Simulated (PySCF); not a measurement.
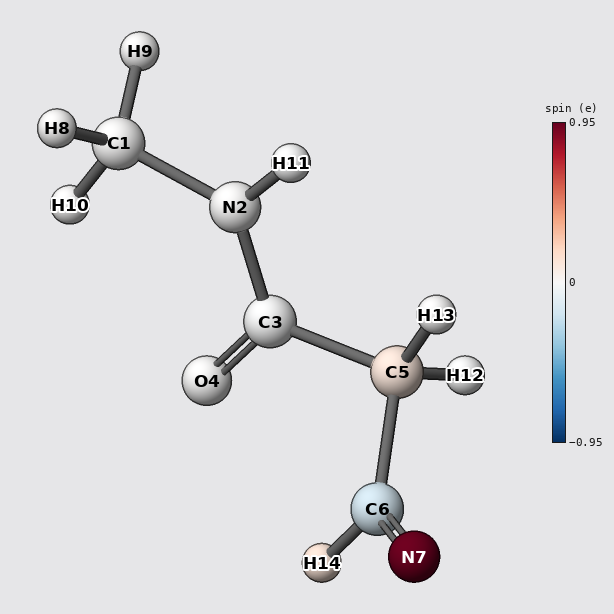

Atoms are coloured by their Mulliken spin populations. The species is neutral and a spin doublet. Computed geometry: GFN2-xTB optimisation. No frequency run is at hand to confirm it as a minimum. Level of theory: UKS B3LYP, pcH-1 on C H N O, non-relativistic (PySCF 2.14.0).

Give the Mulliken spin populations atom by atom.

```json
{"atom": "C1", "value (e)": "0.00"}
{"atom": "N2", "value (e)": "0.01"}
{"atom": "C3", "value (e)": "0.00"}
{"atom": "O4", "value (e)": "0.01"}
{"atom": "C5", "value (e)": "0.11"}
{"atom": "C6", "value (e)": "−0.17"}
{"atom": "N7", "value (e)": "0.93"}
{"atom": "H8", "value (e)": "0.00"}
{"atom": "H9", "value (e)": "0.00"}
{"atom": "H10", "value (e)": "0.00"}
{"atom": "H11", "value (e)": "0.00"}
{"atom": "H12", "value (e)": "−0.01"}
{"atom": "H13", "value (e)": "0.00"}
{"atom": "H14", "value (e)": "0.12"}
```

Mulliken values depend strongly on the basis set.
